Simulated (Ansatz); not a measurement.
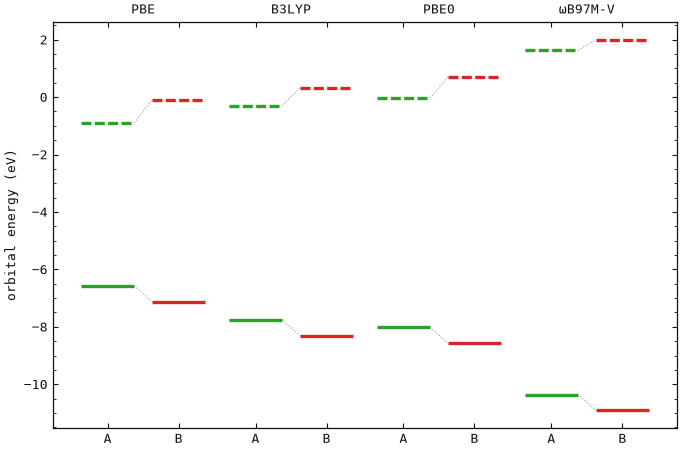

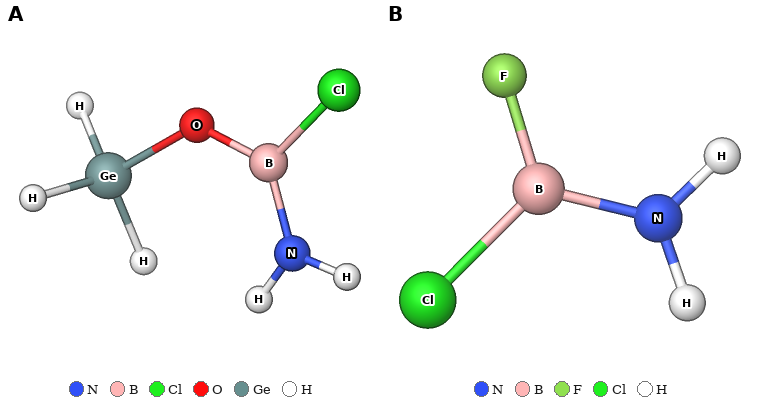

One change: A, BGeNH₅OCl (SMILES NB(Cl)[O][GeH3]), becomes B, BNH₂ClF (SMILES NB(F)Cl). GeH₃O (bound through O) on B is replaced by F. HOMO (solid) and LUMO (dashed) computed in def2-TZVPP at PBE0-D4/def2-TZVP geometries, both minima by their frequencies, gas phase, the Ansatz code. Empty levels above zero depend strongly on the basis.

> What does the change do to HOMO and LUMO?

PBE: the HOMO falls by 0.55 eV, the LUMO rises by 0.80 eV, and the separation goes from 5.67 to 7.03 eV. B3LYP: the HOMO falls by 0.56 eV, the LUMO rises by 0.62 eV, and the separation goes from 7.45 to 8.63 eV. PBE0: the HOMO falls by 0.56 eV, the LUMO rises by 0.74 eV, and the separation goes from 7.97 to 9.27 eV. ωB97M-V: the HOMO falls by 0.54 eV, the LUMO rises by 0.35 eV, and the separation goes from 11.99 to 12.88 eV.

> Do the functionals agree on the effect?

They agree on the direction for both levels; the HOMO shift lies between −0.56 and −0.54 eV and the LUMO shift between 0.35 and 0.80 eV, while the separations themselves differ by up to 6.3 eV between functionals.

Caveats: one conformer of each flexible molecule.
